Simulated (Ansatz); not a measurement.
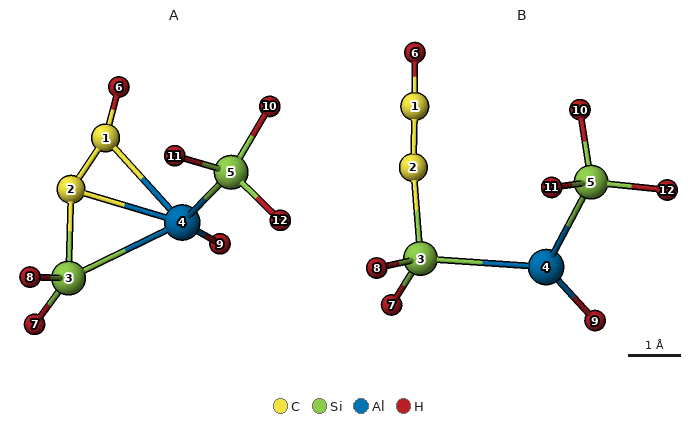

Two geometries of C2H7AlSi2, drawn at one scale. One is the start of a relaxation, the other its converged end. The picture is a ball-and-stick view, seen at a tilt.

All numbers below come from RKS PBE0-D4/def2-TZVP in Ansatz. Set-up: force threshold 0.005 eV/Å; at most 150 steps.

### Which of the two is the end point?

Structure A is the relaxed one. The start comes from PBE-D4/def2-SVP. The atom that moves furthest after the best rigid fit is H9 (1.89 Å). By element the largest moves are H 1.89 Å, Al 1.04 Å, C 0.99 Å, Si 0.48 Å. Among the contacts that change: C1–Al4 4.223 → 2.294 Å, C2–Al4 3.350 → 2.260 Å, Si3–H7 1.507 → 1.483 Å, Al4–H9 1.606 → 1.585 Å. New bonds form: C1–Al4 (4.22 → 2.29 Å). Among the angles between lasting bonds that change: C2–Si3–Al4 101.0° → 61.3°, C1–C2–Si3 174.4° → 148.8°, C2–C1–H6 178.9° → 161.3°. Groups turn about Al4–Si5 by about 70°. After 80 accepted moves (83 points after the start) the energy has fallen by 0.325 eV. The largest force component goes from 1.8 to 0.0028 eV/Å. The line search rejected the trial steps at points 26, 32, 39 of the run. The forces were under the threshold at step 13, but the run went on from there.
